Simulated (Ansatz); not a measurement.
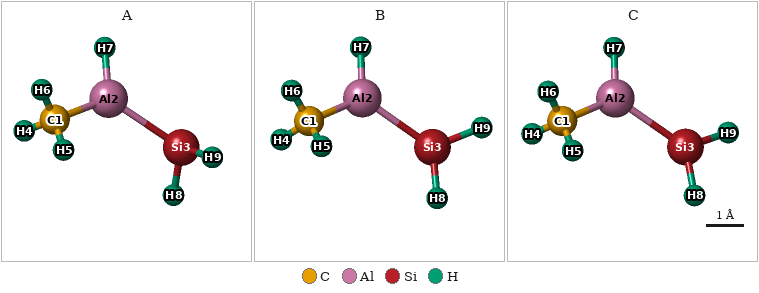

3 geometries from a converged minimum-energy path of CH6AlSi (multiplicity 2), shuffled. A ball-and-stick model, seen at a tilt.

All numbers below come from Ansatz, UKS B3LYP/6-31G*. Set-up: 7 movable images; climbing image; force threshold 0.03 eV/Å; iteration limit 51; starting path through a guess of the saddle point.

> Which frame is the transition state?

A. In order along the path, whose images run from 0 to 8: C (image 1, +0.2 kJ/mol), B (image 2, +3.3 kJ/mol), A (image 5, +21.4 kJ/mol). The motion is a rotation about the Al2–Si3 bond by about 180°. No bond forms or breaks between the ends. Among the angles between lasting bonds that change up to the highest image: Al2–Si3–H8 125.7° → 116.2°, Al2–Si3–H9 125.3° → 116.2°.
